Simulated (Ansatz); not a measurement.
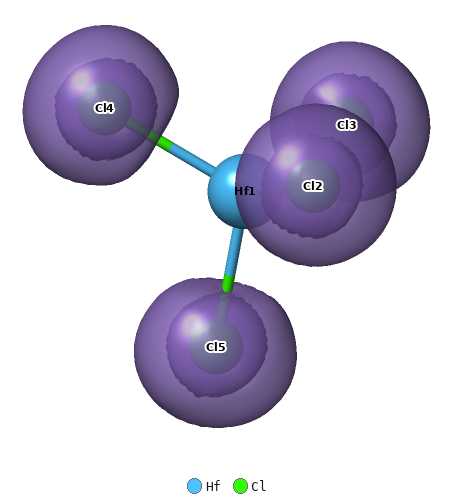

The picture shows: Cl4Hf (HfCl4). Isosurface of the electron localisation function at 0.8 (purple), seen at a tilt. Core shells and regions of very low density are left out.

Geometry: PBE-D4/def2-SVP; core potentials replace the inner electrons of Hf.

The calculation used Ansatz, RKS PBE0-D4/def2-TZVP.

```csv
atom,x (Å),y (Å),z (Å)
Hf,0.0000,0.0000,-0.0001
Cl,0.0097,-0.0159,2.3368
Cl,2.2001,0.0096,-0.7881
Cl,-1.1087,1.9112,-0.7614
Cl,-1.1011,-1.9050,-0.7873
```

### What do the ELF domains correspond to?

The surface consists of four regions wrapped around Cl (the valence shell of each).

Values along the shortest contacts:
Hf–Cl (2.34 Å): the ELF peaks at about 0.85 in the valence shell of Cl, 0.9 Å from its nucleus, and is about 0.35 at the midpoint.
